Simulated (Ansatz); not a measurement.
**interstitial H in Ti: a dynamics run in two tries**

Aim: a short trajectory for this system. The host cell (hcp) has 12 atoms; the extra atom is the last.

Method: DFT PBE+D3(BJ), plane waves, PAW, scalar-relativistic, no spin polarisation, in Ansatz 0.2.0.

**1. Starting point**

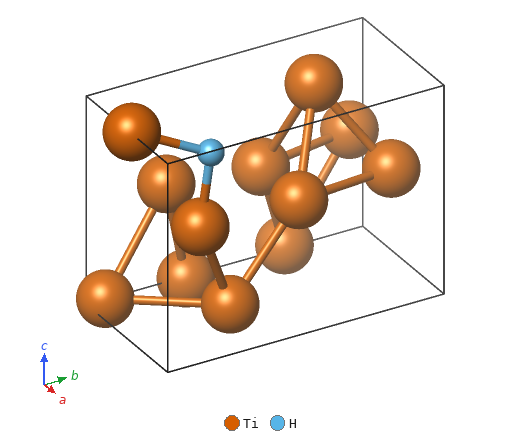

Start, viewed slightly off an axis; titanium orange, hydrogen blue. Each atom of the cell is drawn once.

Structure file:

```
CELL_PARAMETERS angstrom
5.90000 0.00000 0.00000
-4.42500 7.66432 0.00000
0.00000 0.00000 4.68460
ATOMIC_POSITIONS crystal
Ti 0.07305 0.02129 0.02347
Ti 0.12991 0.22471 0.51534
Ti 0.00917 0.33180 0.98381
Ti 0.14803 0.56196 0.47769
Ti 0.01234 0.68761 0.01031
Ti 0.14563 0.88350 0.53288
Ti 0.51325 0.98773 0.97775
Ti 0.61707 0.20493 0.47523
Ti 0.51648 0.34269 0.01996
Ti 0.65511 0.55067 0.48675
Ti 0.49470 0.65205 0.95633
Ti 0.67465 0.87886 0.52049
H 0.68394 0.22330 0.84638
```

**2. The run**

input.yaml

```yaml
accuracy: low
crystal:
  lattice:
    - [5.9, 0.0, 0.0]
    - [-4.425, 7.664325, 0.0]
    - [0.0, 0.0, 4.6846]
  atoms:
    - { symbol: Ti, position: [0.07305481, 0.02128527, 0.02346821] }
    - { symbol: Ti, position: [0.12990528, 0.22470811, 0.51533821] }
    - { symbol: Ti, position: [0.00916631, 0.33179893, -0.01618584] }
    - { symbol: Ti, position: [0.14802706, 0.56195898, 0.47769431] }
    - { symbol: Ti, position: [0.01234294, 0.68761378, 0.01031286] }
    - { symbol: Ti, position: [0.14562677, 0.88349951, 0.53287807] }
    - { symbol: Ti, position: [0.51325488, -0.01227251, -0.02224975] }
    - { symbol: Ti, position: [0.61706573, 0.20493271, 0.47522697] }
    - { symbol: Ti, position: [0.51648296, 0.34268756, 0.01995985] }
    - { symbol: Ti, position: [0.65511392, 0.55067005, 0.48675027] }
    - { symbol: Ti, position: [0.49470143, 0.65205343, -0.04367384] }
    - { symbol: Ti, position: [0.67465376, 0.8788589, 0.52048524] }
    - { symbol: H, position: [0.6839399, 0.22330301, 0.84638041] }
basis:
  ecutwfc: 420.0
kpoints:
  mp_grid: { grid: [2, 2, 2] }
hamiltonian:
  xc: pbe
  dispersion: d3bj
scf:
  occupations: { method: fermi_dirac, width: 0.1 }
  lower_state_search: "off"
  max_iter: 84
md:
  timestep: 0.75
  n_steps: 25
  ensemble: nvt_langevin
  initial_velocities: maxwell_boltzmann
  seed: 733986
  friction: 0.005
```

Started as:

```console
> ansatz run input.yaml --threads 1 --pin off --max-ram 3072MiB --backend cpu --events-out ev --progress --plain --runs-dir out
```

Output:

```text
Error: invalid value for `md.temperature`: is required — the nvt_* ensembles, npt_langevin and the maxwell_boltzmann velocity draw need a target temperature in K
```

It took 0.02 s on 1 thread of Arm Neoverse V2, shared host; peak memory 0.03 GiB.

**3. Diagnosis**

The run ended at the input check. The line that matters: «invalid value for `md.temperature`: is required — the nvt_* ensembles, npt_langevin and the maxwell_boltzmann velocity draw need a target temperature in K»

A Langevin thermostat is asked for with no temperature to hold.

Fix: set md.temperature.

**4. The mended input**

input.yaml, as its differences from that of step 2:

```diff
@@ -30,7 +30,7 @@
   lower_state_search: "off"
-  max_iter: 84
 md:
   timestep: 0.75
-  n_steps: 25
+  n_steps: 270
   ensemble: nvt_langevin
+  temperature: 840.0
   initial_velocities: maxwell_boltzmann
```

Started as:

```console
> ansatz run input.yaml --threads 1 --pin off --max-ram 3072MiB --backend cpu --events-out ev --progress --plain --runs-dir out
```

Besides the cure, the cap on steps is lifted. From its log:

```text
md step     0: t =     0.00 fs  T =   775.4 K  F+E_penalty+E_count = -30018.75782312 eV  E_kin = 1.302941 eV  (9 SCF iters)
md step     1: t =     0.75 fs  T =   818.0 K  F+E_penalty+E_count = -30018.77400640 eV  E_kin = 1.374571 eV  (7 SCF iters, 5 dispersion substeps)
md step     2: t =     1.50 fs  T =   801.8 K  F+E_penalty+E_count = -30018.77976713 eV  E_kin = 1.347409 eV  (7 SCF iters, 5 dispersion substeps)
[...]
md step   119: t =    89.25 fs  T =   885.7 K  F+E_penalty+E_count = -30018.58006314 eV  E_kin = 
md step   269: t =   201.75 fs  T =   827.8 K  F+E_penalty+E_count = -30018.00052583 eV  E_kin = 1.391070 eV  (5 SCF iters, 5 dispersion substeps)
md step   270: t =   202.50 fs  T =   821.2 K  F+E_penalty+E_count = -30017.99601638 eV  E_kin = 1.379925 eV  (7 SCF iters, 5 dispersion substeps)
```

Run time: 21 min. Hardware: 1 thread of Arm Neoverse V2, shared host; peak memory 0.66 GiB.

The second input runs as intended: 270 steps, ending at 821 K.

**5. Summary of results**

| quantity | value |
| --- | --- |
| first try | refused |
| cause | a Langevin thermostat is asked for with no temperature to hold |

The fault in the first input was caught at the input check and cost nothing.
